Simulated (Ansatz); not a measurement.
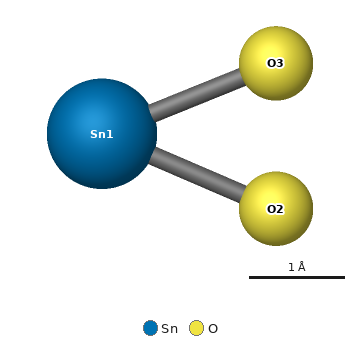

Fig. 1: The input geometry of run 1 (ball-and-stick view, seen at a tilt; atoms are numbered from 1 in the order of the input). Sticks mark near contacts.

## What a change does: single-point calculation on SnO$_{2}$

System: SnO$_{2}$.
Method of run 1: RKS B2PLYP (frozen core)/def2-TZVP (Ansatz 0.2.0).

The geometry comes from this level: B3LYP-D4/def2-TZVP. Text and figures count atoms from 1; the logs count them from 0 in places.

## The input, run 1
```yaml
crystal:
  periodic: [false, false, false]
  atoms:
    - {symbol: Sn, position_ang: [0.880509, 0.661904, -0.539720]}
    - {symbol: O, position_ang: [-0.848559, -0.322967, -0.386453]}
    - {symbol: O, position_ang: [-0.031951, -0.338937, 0.926183]}
basis:
  gaussian: {orbitals: def2-TZVP, initial_orbitals: start.molden}
hamiltonian: {xc: {name: B2PLYP}}
scf: {omitted_lower_state_checks: [starts]}
```

Launched with:
```bash
ansatz run in.yaml --threads 2 --pin off --events-out ev --progress --plain --max-ram 4352MiB
```

Hardware: 2 threads of Arm Neoverse V2, 23 GiB of memory available, shared host.

## Output (run 1)
```
Functional definition: B2PLYP
  parameter a = 0.53
  parameter c = 0.27
  exchange = (1 - a)*b88_x + a*exact_x
  correlation = (1 - c)*lyp_c + c*(mp2_os + mp2_ss)
these checks for a lower state are left out or cut short: starts
890 factors; integrals over basis functions are off by at most 1.0e-3 eV
mean field evaluation 1: about -9909.2540 eV, gradient 7.3e0 eV
mean field evaluation 2: about -9909.3595 eV, gradient 1.9e-1 eV
mean field evaluation 4: about -9909.5658 eV, gradient 5.3e-3 eV
mean field evaluation 8: about -9909.5659 eV, gradient 2.2e-6 eV
mean field -9909.56585568 eV, -364.1698282513 hartree, gradient 4.1e-6 eV, S^2 0.000000; 0 other end points of the search recorded, 0 dependent functions left out
6 core orbitals not correlated: weight in the atoms' cores, before any rotation towards them, 1.000 or more for the frozen orbitals, at most 0.000 for the correlated occupied ones
reference -9909.56597897 eV, -364.1698327819 hartree; 13, 13 occupied and 93, 93 virtual orbitals, 890 factors
second order -26.87600831 eV of doubles, -0.00000000 eV of singles
Total energy: -9916.82250121 eV, -364.4365050557 hartree
Checks for a lower state left out: starts
```

For run 2 the input was changed thus:
```diff
-    - {symbol: Sn, position_ang: [0.880509, 0.661904, -0.539720]}
-    - {symbol: O, position_ang: [-0.848559, -0.322967, -0.386453]}
-    - {symbol: O, position_ang: [-0.031951, -0.338937, 0.926183]}
+    - {symbol: Sn, position_ang: [0.864965, 0.001979, 0.166607]}
+    - {symbol: O, position_ang: [-0.498057, 1.445845, 0.239959]}
+    - {symbol: O, position_ang: [-0.366899, -1.447825, -0.406576]}
+magnetization: {spin_polarized: true, initial_magnetization: 2}
```

Predict how the results change.

With the same method and basis, run 2 lies 21.9 kcal/mol higher. On the same kind of shared host run 2 took about 2 times as long.

## Output (run 2)
```
Functional definition: B2PLYP
  parameter a = 0.53
  parameter c = 0.27
  exchange = (1 - a)*b88_x + a*exact_x
  correlation = (1 - c)*lyp_c + c*(mp2_os + mp2_ss)
these checks for a lower state are left out or cut short: starts
886 factors; integrals over basis functions are off by at most 1.1e-3 eV
mean field evaluation 1: about -9909.5696 eV, gradient 5.0e0 eV
mean field evaluation 2: about -9909.7584 eV, gradient 3.0e-1 eV
mean field evaluation 4: about -9909.8378 eV, gradient 8.0e-3 eV
mean field evaluation 8: about -9909.8379 eV, gradient 1.7e-6 eV
mean field -9909.83786028 eV, -364.1798242360 hartree, gradient 2.0e-6 eV, S^2 2.019802; 0 other end points of the search recorded, 0 dependent functions left out
6 core orbitals not correlated: weight in the atoms' cores, before any rotation towards them, 1.000 or more for the frozen orbitals, at most 0.000 for the correlated occupied ones
reference -9909.83798745 eV, -364.1798289094 hartree; 14, 12 occupied and 92, 94 virtual orbitals, 886 factors
second order -22.35757943 eV of doubles, -0.00000000 eV of singles
Total energy: -9915.87453390 eV, -364.4016678995 hartree
Checks for a lower state left out: starts
```

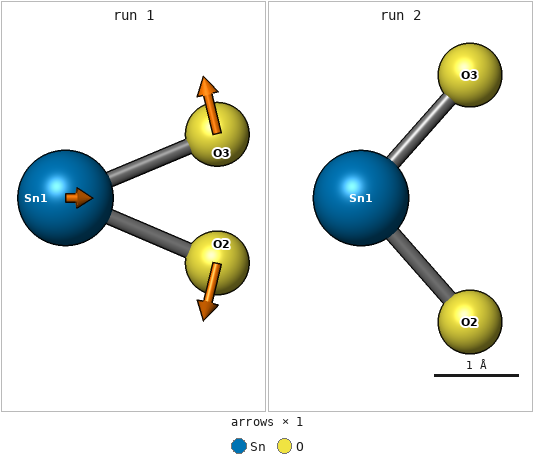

Fig. 2: The two input geometries at one scale (ball-and-stick view, seen on its broad side). The orange arrows on the first give the shifts of the atoms after the best rigid fit, at true length. The largest moves after the best rigid fit, 0.73 Å, are those of O2 and O3. By element the largest moves are O 0.73 Å, Sn 0.35 Å. Among the contacts that change: Sn1–O2 1.996 → 1.987 Å.

## The two runs side by side

```csv
quantity,run 1,run 2
outcome,converged,converged
total energy (hartree),−364.436505,−364.401668
basis functions,112,112
⟨S²⟩,–,2.020
wall time (shared host),2 s,4.2 s
```
